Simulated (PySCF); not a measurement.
Atomic calculation, with input and output: F⁺

- system: F⁺, configuration 1s2 2s2 2p4, multiplicity 3.
- method: unrestricted HF, aug-cc-pVDZ, non-relativistic, point nucleus (PySCF)

### Summary

- outcome: converged
- total energy: −98.801665 hartree
- kinetic energy: 98.726462 hartree
- −E/T (1 by the virial theorem at the basis-set limit): 1.0008
- ⟨S²⟩: 2.005
- ⟨L²⟩: 2.01
- SCF iterations: 10
- hardware: 1 thread of Arm Neoverse N1, 40 GiB of memory available, shared host

### Notes

To bear in mind: level shift left on, which raises the virtual orbital energies.

### Input
```python
from pyscf import gto, scf, dft, mp, cc
import basis_set_exchange as bse
mol = gto.M(atom="F 0 0 0", charge=1, spin=2, symmetry="D2h",
            basis=gto.basis.parse(bse.get_basis("aug-cc-pVDZ", elements=["F"], fmt="nwchem", header=False)))
mf = scf.UHF(mol)
mf.irrep_nelec = {'Ag': (2, 2), 'B1u': (1, 0), 'B2u': (1, 1), 'B3u': (1, 0)}
mf.kernel()
```

The script is an equivalent of what the driver set up; the driver computed the properties (radii, ⟨L²⟩, response) afterwards. It also set what the script leaves out: max_cycle = 50, level_shift = 0.5, guess = minao. It held the occupations shell by shell, which the script's counts by irreducible representation don't always enforce.

The run was one of a batch that the task file lists, launched with:
```bash
OMP_NUM_THREADS=1 python <driver script> TASK.json OUT
```

### The program's output (extracts)
```
damping factor = 0
level_shift factor = 0.5
DIIS = <class 'pyscf.scf.diis.CDIIS'>
diis_start_cycle = 1
diis_space = 10
diis_damp = 0
SCF conv_tol = 1e-09
SCF conv_tol_grad = None
number electrons alpha = 5  beta = 3
irrep_nelec {'Ag': (2, 2), 'B1g': (0, 0), 'B2g': (0, 0), 'B3g': (0, 0), 'B1u': (1, 0), 'B2u': (1, 1), 'B3u': (1, 0)}
alpha HOMO (B1u) = -0.524231810398549  LUMO (Ag) = 0.727116234039499

WARN: HOMO -0.524231810398549 >= LUMO -0.524231810398549

cycle= 1 E= -98.6454274623826  delta_E= 0.382  |g|= 0.626  |ddm|= 1.23
alpha HOMO (B2u) = -1.60365205421244  LUMO (Ag) = 0.361929053775619
  HOMO = -1.51027644419  LUMO = -0.22592178654  gap/eV = 34.94907
cycle= 2 E= -98.7944974772529  delta_E= -0.149  |g|= 0.111  |ddm|= 0.851
alpha HOMO (B2u) = -1.42027941012999  LUMO (Ag) = 0.389229041084742
  HOMO = -1.3222831307  LUMO = -0.0108460687486  gap/eV = 35.68602
cycle= 3 E= -98.8004209978028  delta_E= -0.00592  |g|= 0.0421  |ddm|= 0.171
alpha HOMO (B2u) = -1.41372152849753  LUMO (Ag) = 0.392612517414485
  HOMO = -1.31071891008  LUMO = 0.000485326720666  gap/eV = 35.67968
cycle= 4 E= -98.8015457730573  delta_E= -0.00112  |g|= 0.0122  |ddm|= 0.0827
alpha HOMO (B2u) = -1.41573578371404  LUMO (Ag) = 0.392520531121746
  HOMO = -1.30880954641  LUMO = -6.86173023128e-05  gap/eV = 35.61265
cycle= 5 E= -98.8016552548387  delta_E= -0.000109  |g|= 0.00342  |ddm|= 0.0239
alpha HOMO (B2u) = -1.41630579736442  LUMO (Ag) = 0.392553927517175
  HOMO = -1.3077220081  LUMO = -2.74529153019e-05  gap/eV = 35.58418
cycle= 6 E= -98.8016644109726  delta_E= -9.16e-06  |g|= 0.000858  |ddm|= 0.00655
alpha HOMO (B2u) = -1.41643583632791  LUMO (Ag) = 0.392570773752284
  HOMO = -1.30763583677  LUMO = -3.08446463078e-05  gap/eV = 35.58174
cycle= 7 E= -98.8016650113528  delta_E= -6e-07  |g|= 0.000222  |ddm|= 0.00137
alpha HOMO (B2u) = -1.41642706517595  LUMO (Ag) = 0.392569800033063
  HOMO = -1.30764975218  LUMO = -3.38262596167e-05  gap/eV = 35.58204
cycle= 8 E= -98.8016650513048  delta_E= -4e-08  |g|= 5.85e-05  |ddm|= 0.000295
alpha HOMO (B2u) = -1.41642702201553  LUMO (Ag) = 0.392570295823206
  HOMO = -1.3076525678  LUMO = -3.49653292424e-05  gap/eV = 35.58209
cycle= 9 E= -98.8016650540386  delta_E= -2.73e-09  |g|= 1.55e-05  |ddm|= 7.04e-05
alpha HOMO (B2u) = -1.41642552839807  LUMO (Ag) = 0.392570270564023
  HOMO = -1.30765190825  LUMO = -3.45066754164e-05  gap/eV = 35.58208
cycle= 10 E= -98.8016650542309  delta_E= -1.92e-10  |g|= 4.04e-06  |ddm|= 1.86e-05
converged SCF energy = -98.8016650542309  <S^2> = 2.0048254  2S+1 = 3.0032152
```

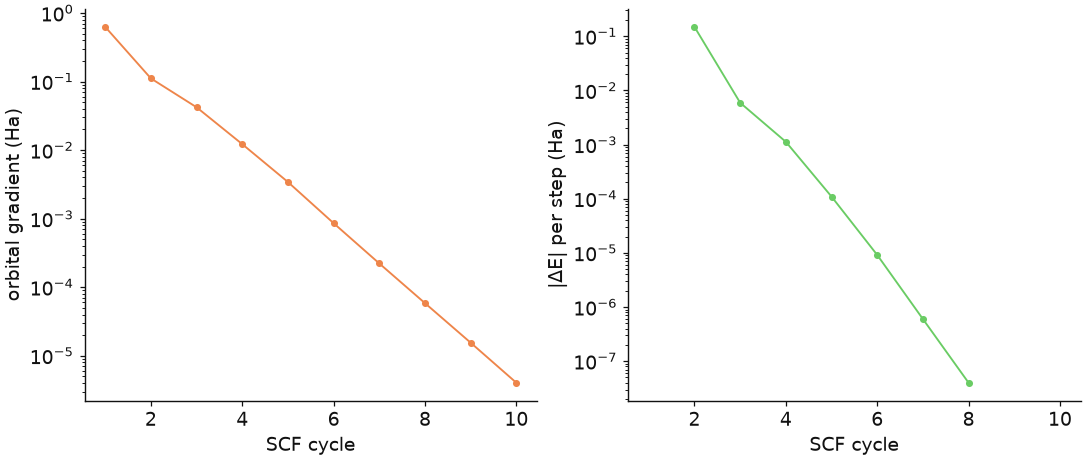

**Figure 1.** Convergence: orbital gradient and change of the energy from step to step (the smallest changes aren't drawn) against the SCF cycle. The residual falls at every step. It goes from 0.63 to 4.0×10⁻⁶ in 10 steps.

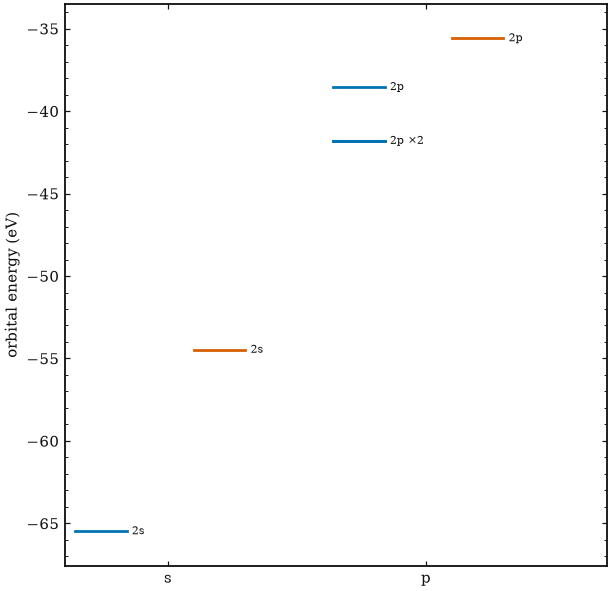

**Figure 2.** Orbital energies of the mean field, from the top down to −65.5 eV, by angular momentum, α spin at the left of each column and β at the right; ×n counts the orbitals under one label. The highest filled orbital is 2p β at −35.6 eV, the lowest empty one p β at −0.000939 eV.

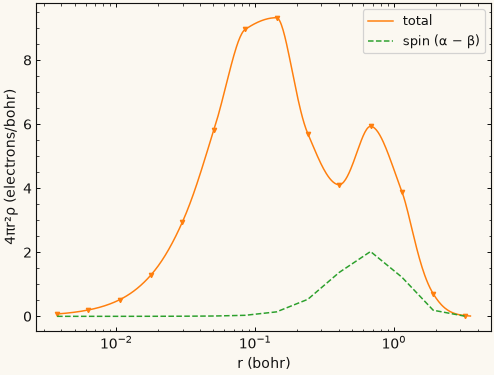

**Figure 3.** Spherically averaged radial density 4πr²ρ of the mean field and its spin part; markers are the stored points, which are sparse, and the line is a monotone interpolation between them. The largest stored value is 9.32 electrons/bohr at r = 0.14 bohr. Root-mean-square radii of the shells: 1s 0.204, 2s 1.06, 2p 1.11 bohr.
